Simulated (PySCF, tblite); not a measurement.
**CH₁₀P₂Si₃: dynamics, then NMR shifts on frames**

Aim: move CH₁₀P₂Si₃ (`[SiH3]C[SiH]1P[SiH2]P1`) away from its starting geometry and see how NMR shifts follow the geometry.

Computed with tblite 0.8.0 and PySCF 2.14.0, with density-fitted response routines of our own, on a single molecule in the gas phase. Atoms count from 0, in the outputs and in this text.

### Step 1. Starting geometry

16 atoms, charge 0, multiplicity 1; geometry from: GFN2-xTB.

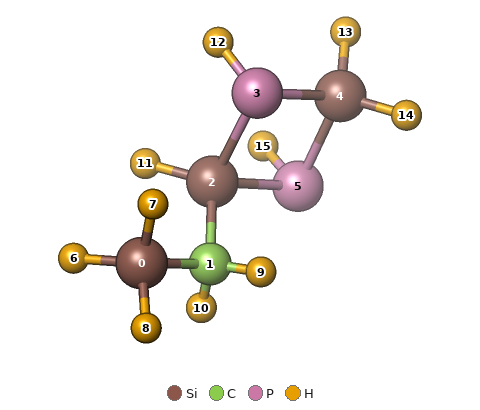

The starting geometry (silicon brown, carbon green, phosphorus pink, hydrogen amber), atoms numbered; sticks join atoms by distance.

### Step 2. A short Langevin run with GFN2-xTB

Job settings and geometry (Å):

```
{"job": {"kind": "md", "xc": "GFN2-xTB", "basis": "xTB", "temperature": 300, "steps": 2000, "every": 50, "frames": 5}, "charge": 0, "multiplicity": 1}
Si     2.868060    -0.149013     0.667345
C      1.433455     0.581491    -0.341541
Si    -0.148324    -0.455902    -0.269667
P     -1.119724    -0.279192     1.779188
Si    -2.806191     0.642483     0.583204
P     -1.827353     0.529045    -1.452975
H      3.222903    -1.447683     0.091194
H      2.465938    -0.306672     2.062851
H      4.017798     0.753967     0.570618
H      1.212953     1.585149     0.023495
H      1.732566     0.690242    -1.382745
H      0.044636    -1.856763    -0.668520
H     -1.644623    -1.557789     1.774819
H     -4.061659    -0.101135     0.667956
H     -2.972620     2.041033     0.972715
H     -2.425412    -0.660318    -1.821864
```

With the program's defaults for keys left out, this is: GFN2-xTB Langevin dynamics, gas phase.

Launch:

```console
$ OMP_NUM_THREADS=1 python probes_run.py task.json out
```

This one command runs all jobs of the session in turn.

Log:

```text
t/fs     T/K      E/eV
    0.0   244.0   -474.83702
   25.0   144.8   -474.64167
   50.0   167.5   -474.53419
   75.0   207.1   -474.54243
  100.0   244.8   -474.43648
  125.0   237.1   -474.53351
  150.0   187.8   -474.34450
  175.0   263.2   -474.41340
  200.0   250.3   -474.38839
  225.0   128.4   -474.40037
  250.0   191.6   -474.32019
  275.0   262.1   -474.41353
  300.0   293.6   -474.44653
  325.0   303.0   -474.51798
  350.0   306.6   -474.36567
  375.0   237.8   -474.32937
  400.0   236.5   -474.28056
  425.0   314.3   -474.33506
  450.0   269.5   -474.23750
  475.0   232.9   -474.17736
  500.0   351.3   -474.49052
  525.0   225.1   -474.23142
  550.0   307.0   -474.32375
  575.0   291.8   -474.36914
  600.0   311.1   -474.31483
  625.0   355.3   -474.20514
  650.0   306.2   -474.32909
  675.0   242.6   -474.39465
  700.0   308.9   -474.52615
  725.0   232.8   -474.48417
  750.0   248.4   -474.41462
  775.0   331.2   -474.41357
  800.0   302.4   -474.28292
  825.0   329.3   -474.42806
  850.0   324.9   -474.30032
  875.0   198.9   -474.12830
  900.0   223.8   -474.22421
  925.0   265.2   -474.28504
  950.0   240.1   -474.35141
  975.0   250.0   -474.47686
 1000.0   260.1   -474.45387
```

It took 21 s on 1 thread of Arm Neoverse V1, shared host; peak memory 0.25 GiB.

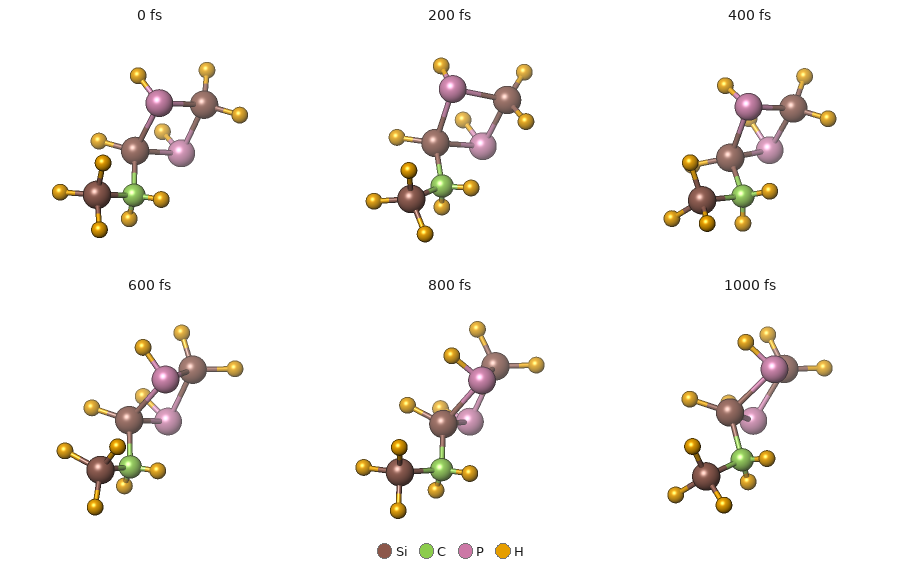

Frames of the run.

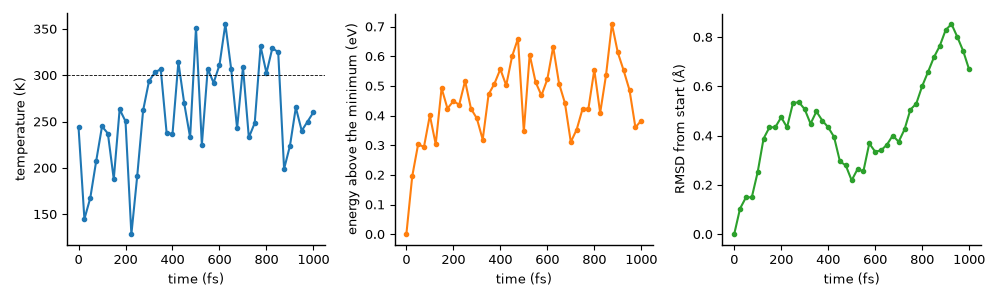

Temperature, potential energy and distance from the start.

Positions (Å) and forces (eV/Å) at 1000 fs:

```xyz
16

Si    2.649    0.371    1.220   -0.024   -0.149   -0.782
C     0.882    0.790    0.629    0.597   -1.228   -0.430
Si   -0.389   -0.639    0.897    0.307    0.333   -0.538
P    -2.025    0.028    2.337    0.406   -0.712    0.421
Si   -3.377   -0.279    0.558   -1.155   -0.468    0.418
P    -1.746   -0.361   -0.921    0.061   -0.244   -0.713
H     3.319   -0.388    0.151   -0.086   -0.061    0.188
H     2.666   -0.347    2.479   -0.069   -0.111    0.173
H     3.365    1.623    1.332    0.198    0.316    0.140
H     0.637    1.645    1.181   -0.782    1.088    1.067
H     0.900    1.170   -0.400   -0.012   -0.538    0.007
H     0.101   -2.068    1.029   -0.184    0.702    0.015
H    -2.049   -1.290    2.839   -0.325    0.511   -0.020
H    -4.177   -1.560    0.660    0.438    0.534   -0.008
H    -4.386    0.786    0.405    0.307   -0.062    0.011
H    -2.109   -1.638   -1.330    0.323    0.091    0.050
```

### Step 3. Shielding tensors: 250 fs, PBE0/pcSseg-1

Job settings and geometry (Å):

```
{"job": {"kind": "nmr", "xc": "PBE0", "basis": "pcSseg-1", "pop": false}, "charge": 0, "multiplicity": 1}
Si     2.674600     0.217100     0.756700
C      0.916500     0.544600     0.123000
Si    -0.318400    -0.795600    -0.081900
P     -1.566000    -0.951400     1.948600
Si    -2.909100     0.596200     1.046700
P     -2.102100     0.327400    -1.059400
H      3.131200    -1.083600     0.173300
H      2.487900    -0.012300     2.160300
H      3.464000     1.369300     0.457100
H      0.485700     1.239400     0.824500
H      1.014400     1.167200    -0.818000
H      0.061800    -2.090600    -0.550400
H     -2.400900    -1.968200     1.421500
H     -4.366000     0.297400     1.083300
H     -2.289500     1.826100     1.438800
H     -2.847200    -0.833600    -1.266400
```

Level: GIAO PBE0/pcSseg-1 NMR shielding, non-relativistic, gas phase.

Log:

```text
coarse grid: 15408 points
cycle   1  E = -1594.4916148670  dE =  2.536e-01  |g| = 3.870e-01  |ddm| = 3.788e+00
cycle   2  E = -1594.4796712310  dE =  1.194e-02  |g| = 4.391e-01  |ddm| = 9.644e-01
cycle   3  E = -1594.5332146922  dE = -5.354e-02  |g| = 4.353e-02  |ddm| = 5.454e-01
cycle   4  E = -1594.5336265310  dE = -4.118e-04  |g| = 2.188e-02  |ddm| = 1.051e-01
cycle   5  E = -1594.5337731080  dE = -1.466e-04  |g| = 3.737e-03  |ddm| = 4.224e-02
cycle   6  E = -1594.5337761917  dE = -3.084e-06  |g| = 1.417e-03  |ddm| = 7.401e-03
final grid: 124560 points
cycle   7  E = -1594.5662503355  dE = -1.760e-05  |g| = 5.039e-03  |ddm| = 2.987e-02
cycle   8  E = -1594.5662465265  dE =  3.809e-06  |g| = 6.200e-03  |ddm| = 1.390e-02
cycle   9  E = -1594.5662570954  dE = -1.057e-05  |g| = 4.401e-04  |ddm| = 7.777e-03
cycle  10  E = -1594.5662571391  dE = -4.369e-08  |g| = 1.568e-04  |ddm| = 8.245e-04
cycle  11  E = -1594.5662571464  dE = -7.288e-09  |g| = 2.894e-05  |ddm| = 2.682e-04
cycle  12  E = -1594.5662571467  dE = -2.410e-10  |g| = 1.101e-05  |ddm| = 6.690e-05
converged SCF energy = -1594.5662571467

GIAO shielding tensors (ppm)
atom      isotropic    diamagn.    paramagn.     s11        s22        s33       span
  0 Si     425.589     879.609    -454.020    395.383    422.271    459.111     63.728
  1 C      192.624     260.048     -67.423    184.084    195.690    198.100     14.016
  2 Si     379.259     880.130    -500.871    316.888    353.241    467.649    150.761
  3 P      444.004     967.969    -523.965    222.088    493.842    616.083    393.996
  4 Si     423.792     882.627    -458.835    412.042    419.625    439.708     27.666
  5 P      441.326     968.390    -527.064    189.695    518.727    615.558    425.863
  6 H       27.400      28.054      -0.654     23.473     26.251     32.475      9.003
  7 H       27.851      29.101      -1.249     23.929     27.015     32.610      8.682
  8 H       27.905      28.650      -0.745     23.888     25.662     34.164     10.276
  9 H       31.373      34.174      -2.801     26.053     30.856     37.210     11.156
 10 H       30.099      31.785      -1.686     24.124     29.135     37.038     12.914
 11 H       27.110      30.719      -3.609     22.667     26.590     32.073      9.406
 12 H       28.335      31.673      -3.337     26.540     27.105     31.361      4.821
 13 H       26.413      30.071      -3.658     23.136     23.823     32.280      9.144
 14 H       27.083      31.360      -4.276     24.183     26.125     30.941      6.758
 15 H       28.317      32.255      -3.938     26.575     26.715     31.661      5.086
```

Wall time 37 s (1 thread of Arm Neoverse V1, shared host); peak memory 1 GiB.

Shifts follow as δ = σ(reference) − σ, with reference shieldings (ppm) from runs at the same level and on the same kind of geometry: 1H TMS 31.72, 13C TMS 186.9, 29Si TMS 349.2, 31P H3PO4 318.4. The references are single molecules in the gas phase, so shifts against H2O, NH3, PH3, H3PO4 or CFCl3 are not on the usual liquid scales and can be off by tens of ppm. Each atom is listed at this fixed geometry, with no averaging over motion; a spectrum would average atoms that exchange fast.

```
atoms                                                    environment  σ (ppm)  δ (ppm)
   C1                                         sp3 CH2 bonded to 2 Si    192.6     -5.7
  H13      hydrogen on a silicon bonded to 2 P, in a 4-membered ring    26.41     5.30
  H14      hydrogen on a silicon bonded to 2 P, in a 4-membered ring    27.08     4.63
  H11   hydrogen on a silicon bonded to C, 2 P, in a 4-membered ring    27.11     4.61
   H6                              hydrogen on a silicon bonded to C    27.40     4.32
   H7                              hydrogen on a silicon bonded to C    27.85     3.87
   H8                              hydrogen on a silicon bonded to C    27.90     3.81
  H15  hydrogen on a phosphorus bonded to 2 Si, in a 4-membered ring    28.32     3.40
  H12  hydrogen on a phosphorus bonded to 2 Si, in a 4-membered ring    28.34     3.38
  H10                          hydrogen on an sp3 CH2 bonded to 2 Si    30.10     1.62
   H9                          hydrogen on an sp3 CH2 bonded to 2 Si    31.37     0.34
  Si2              silicon bonded to C, 2 P, H, in a 4-membered ring    379.3    -30.1
  Si4               silicon bonded to 2 P, 2 H, in a 4-membered ring    423.8    -74.6
  Si0                                       silicon bonded to C, 3 H    425.6    -76.4
   P5             phosphorus bonded to 2 Si, H, in a 4-membered ring    441.3   -123.0
   P3             phosphorus bonded to 2 Si, H, in a 4-membered ring    444.0   -125.6
```

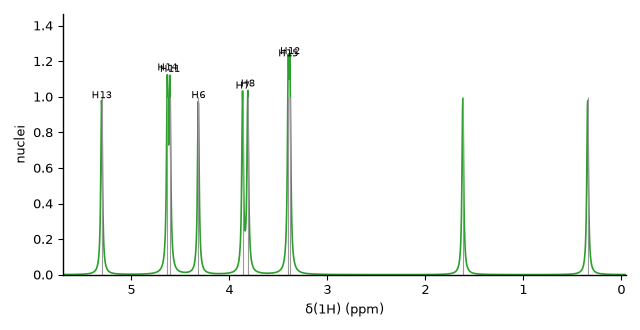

1H lines at the computed shifts, without couplings. Lines are broadened to a width of 0.02 ppm (Lorentzian).

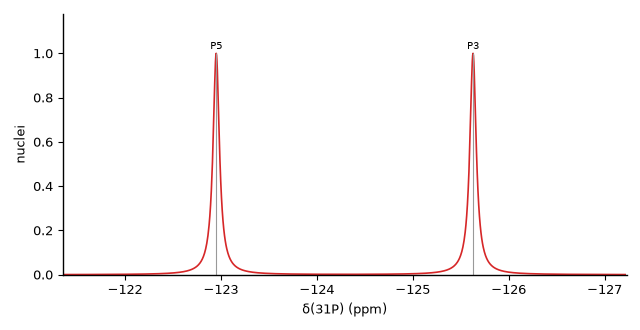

31P lines at the computed shifts, without couplings. Lines are broadened to a width of 0.08 ppm (Lorentzian).

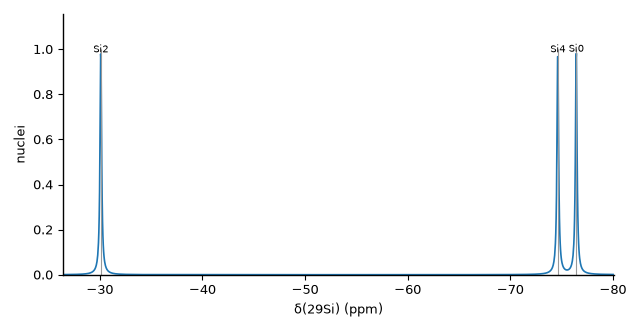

29Si lines at the computed shifts, without couplings. Lines are broadened to a width of 0.19 ppm (Lorentzian).

Ring of atoms Si2, P3, Si4, P5: NICS(0) 3.2, NICS(1) 0.6, NICS(1)zz 14.4 ppm (means of both faces).

The two faces differ (NICS(1)zz 17.9 and 10.8 ppm).

In rings of three or four atoms NICS is ruled by the nearby σ bonds, so it says little on aromaticity.

Orbitals, density, ELF and potential are computed afterwards from the orbital file.

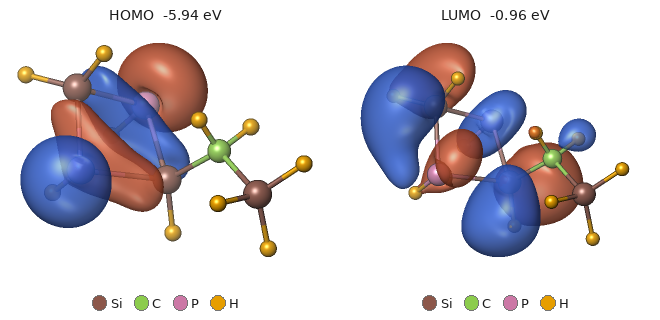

Frontier orbitals at PBE0/pcSseg-1; each surface holds 70 % of the orbital's density, blue and red mark the sign.

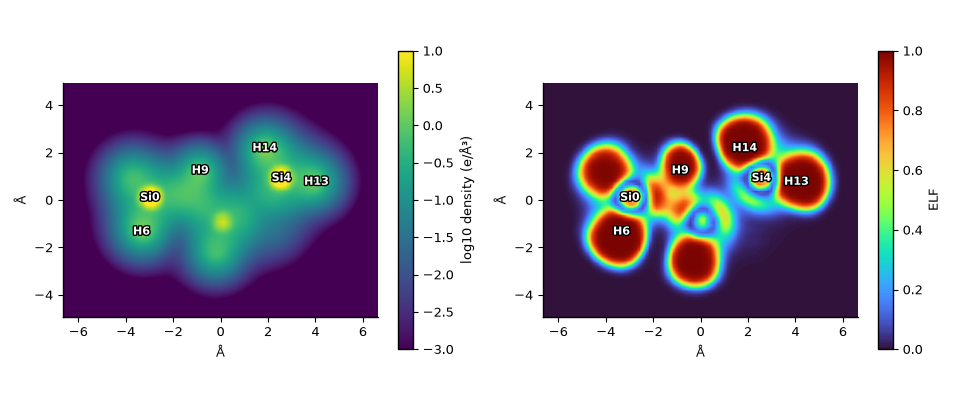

Density (left) and ELF (right) in a plane through or near 6 of the atoms.

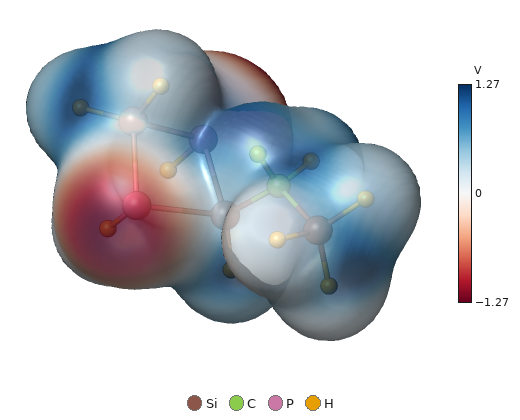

The potential that a unit positive charge feels on the 0.002 e/bohr³ surface, from the 1st to the 99th percentile, from -1.21 V near P3 to 1.27 V near H11.

### Step 4. Nuclear shieldings: 425 fs, PBE0/pcSseg-1

Job settings and geometry (Å):

```
{"job": {"kind": "nmr", "xc": "PBE0", "basis": "pcSseg-1", "pop": false}, "charge": 0, "multiplicity": 1}
Si     2.136100    -0.080900     1.176400
C      0.639300     0.774800     0.268400
Si    -0.711500    -0.537900     0.209800
P     -1.544900    -0.560600     2.355600
Si    -3.308000     0.229500     1.162900
P     -2.593000    -0.089700    -0.996800
H      2.838100    -0.991800     0.267800
H      1.660100    -0.731900     2.389700
H      3.006100     0.950500     1.837600
H      0.399700     1.653200     0.949400
H      0.911900     1.218000    -0.655400
H     -0.302300    -1.935500    -0.106800
H     -1.978200    -1.809100     2.699800
H     -4.491600    -0.512300     1.420600
H     -3.240900     1.700500     1.405200
H     -2.871100    -1.450100    -1.060200
```

With the program's defaults for keys left out, this is: GIAO PBE0/pcSseg-1 NMR shielding, non-relativistic, gas phase.

Log:

```text
coarse grid: 15408 points
cycle   1  E = -1594.5039462625  dE =  2.225e-01  |g| = 3.564e-01  |ddm| = 3.769e+00
cycle   2  E = -1594.4946721476  dE =  9.274e-03  |g| = 3.982e-01  |ddm| = 9.289e-01
cycle   3  E = -1594.5384069057  dE = -4.373e-02  |g| = 4.464e-02  |ddm| = 5.296e-01
cycle   4  E = -1594.5388950014  dE = -4.881e-04  |g| = 1.944e-02  |ddm| = 8.417e-02
cycle   5  E = -1594.5390014459  dE = -1.064e-04  |g| = 4.229e-03  |ddm| = 3.633e-02
cycle   6  E = -1594.5390058206  dE = -4.375e-06  |g| = 1.694e-03  |ddm| = 8.940e-03
final grid: 124560 points
cycle   7  E = -1594.5721611455  dE = -1.835e-05  |g| = 4.616e-03  |ddm| = 2.885e-02
cycle   8  E = -1594.5721580397  dE =  3.106e-06  |g| = 5.644e-03  |ddm| = 1.202e-02
cycle   9  E = -1594.5721667104  dE = -8.671e-06  |g| = 5.203e-04  |ddm| = 6.548e-03
cycle  10  E = -1594.5721667721  dE = -6.177e-08  |g| = 1.665e-04  |ddm| = 8.688e-04
cycle  11  E = -1594.5721667803  dE = -8.158e-09  |g| = 3.484e-05  |ddm| = 2.862e-04
cycle  12  E = -1594.5721667806  dE = -3.197e-10  |g| = 1.161e-05  |ddm| = 7.106e-05
converged SCF energy = -1594.5721667806

GIAO shielding tensors (ppm)
atom      isotropic    diamagn.    paramagn.     s11        s22        s33       span
  0 Si     430.485     878.694    -448.209    386.369    417.650    487.437    101.068
  1 C      188.078     256.732     -68.654    170.703    186.643    206.887     36.184
  2 Si     377.000     879.104    -502.104    328.225    368.761    434.013    105.787
  3 P      581.852     969.473    -387.621    527.173    582.314    636.068    108.895
  4 Si     406.562     880.087    -473.525    362.545    419.078    438.064     75.519
  5 P      577.899     967.663    -389.764    540.429    571.955    621.314     80.884
  6 H       27.868      28.490      -0.621     24.131     25.388     34.087      9.956
  7 H       27.687      29.291      -1.604     23.318     29.010     30.733      7.415
  8 H       27.127      27.633      -0.506     23.329     24.725     33.327      9.998
  9 H       30.093      30.654      -0.561     25.746     28.128     36.404     10.657
 10 H       31.769      32.696      -0.927     26.113     28.670     40.525     14.412
 11 H       25.608      30.130      -4.522     21.947     25.299     29.577      7.630
 12 H       29.905      32.451      -2.546     25.684     26.618     37.413     11.729
 13 H       26.441      29.884      -3.443     22.907     24.089     32.327      9.420
 14 H       25.788      28.930      -3.142     21.953     24.457     30.954      9.001
 15 H       29.900      31.141      -1.241     26.181     27.394     36.124      9.943
```

Wall time 27 s (1 thread of Arm Neoverse V1, shared host); peak memory 1 GiB.

This run: δ C1 -1.2, Si2 -27.8, Si4 -57.4, Si0 -81.3, H11 6.11, H14 5.93 ppm.

### Step 5. Nuclear shieldings: 625 fs, PBE0/pcSseg-1

Job settings and geometry (Å):

```
{"job": {"kind": "nmr", "xc": "PBE0", "basis": "pcSseg-1", "pop": false}, "charge": 0, "multiplicity": 1}
Si     2.453000    -0.133200     1.210100
C      1.063700     0.284500    -0.006400
Si    -0.570500    -0.690100     0.327500
P     -1.655600    -0.064300     2.146100
Si    -3.423200    -0.036000     0.749500
P     -2.190200    -0.131200    -1.062700
H      3.098200    -1.462600     1.454000
H      2.025700     0.339000     2.507700
H      3.589700     0.673700     0.714500
H      0.684400     1.278600     0.049000
H      1.233600     0.119700    -1.050200
H     -0.289600    -2.102500     0.149500
H     -1.817000    -1.322500     2.818400
H     -4.279900    -1.229700     0.809400
H     -3.857000     1.262200     1.034400
H     -2.481100    -1.283000    -1.645100
```

With the program's defaults for keys left out, this is: GIAO PBE0/pcSseg-1 NMR shielding, non-relativistic, gas phase.

Log:

```text
coarse grid: 15408 points
cycle   1  E = -1594.4884011821  dE =  4.383e-01  |g| = 3.737e-01  |ddm| = 3.768e+00
cycle   2  E = -1594.4744382826  dE =  1.396e-02  |g| = 4.299e-01  |ddm| = 9.406e-01
cycle   3  E = -1594.5255448232  dE = -5.111e-02  |g| = 4.953e-02  |ddm| = 5.612e-01
cycle   4  E = -1594.5262110600  dE = -6.662e-04  |g| = 1.830e-02  |ddm| = 8.957e-02
cycle   5  E = -1594.5262999741  dE = -8.891e-05  |g| = 3.679e-03  |ddm| = 3.184e-02
cycle   6  E = -1594.5263033392  dE = -3.365e-06  |g| = 1.222e-03  |ddm| = 8.408e-03
final grid: 124560 points
cycle   7  E = -1594.5590751028  dE = -1.998e-05  |g| = 4.832e-03  |ddm| = 2.527e-02
cycle   8  E = -1594.5590709580  dE =  4.145e-06  |g| = 6.100e-03  |ddm| = 1.177e-02
cycle   9  E = -1594.5590809684  dE = -1.001e-05  |g| = 4.788e-04  |ddm| = 6.786e-03
cycle  10  E = -1594.5590810192  dE = -5.081e-08  |g| = 1.228e-04  |ddm| = 7.285e-04
cycle  11  E = -1594.5590810234  dE = -4.235e-09  |g| = 3.072e-05  |ddm| = 2.365e-04
cycle  12  E = -1594.5590810237  dE = -2.988e-10  |g| = 8.605e-06  |ddm| = 6.515e-05
converged SCF energy = -1594.5590810237

GIAO shielding tensors (ppm)
atom      isotropic    diamagn.    paramagn.     s11        s22        s33       span
  0 Si     437.196     878.154    -440.958    380.175    432.498    498.914    118.739
  1 C      184.083     260.160     -76.077    171.153    189.809    191.288     20.134
  2 Si     374.182     881.807    -507.625    309.005    374.330    439.210    130.205
  3 P      610.819     969.423    -358.605    510.802    642.036    679.619    168.817
  4 Si     433.833     881.738    -447.905    379.600    437.782    484.117    104.516
  5 P      616.239     971.079    -354.840    499.816    644.003    704.898    205.082
  6 H       27.344      27.502      -0.158     23.900     25.511     32.621      8.720
  7 H       28.076      28.574      -0.498     23.924     27.528     32.775      8.851
  8 H       27.401      27.356       0.045     23.030     25.274     33.900     10.869
  9 H       31.913      34.157      -2.244     27.330     31.285     37.123      9.793
 10 H       32.236      33.676      -1.440     26.737     30.468     39.504     12.767
 11 H       26.328      31.616      -5.288     22.634     26.175     30.174      7.540
 12 H       28.483      29.961      -1.478     24.046     25.758     35.644     11.599
 13 H       26.097      28.854      -2.756     23.099     23.669     31.524      8.425
 14 H       27.104      30.343      -3.239     22.535     24.733     34.042     11.508
 15 H       30.465      33.220      -2.755     25.739     26.942     38.714     12.976
```

It took 27 s on 1 thread of Arm Neoverse V1, shared host; peak memory 1 GiB.

Key values: δ C1 2.8, Si2 -25.0, Si4 -84.7, Si0 -88.0, H13 5.62, H11 5.39 ppm.

[end of part 1 of 2]
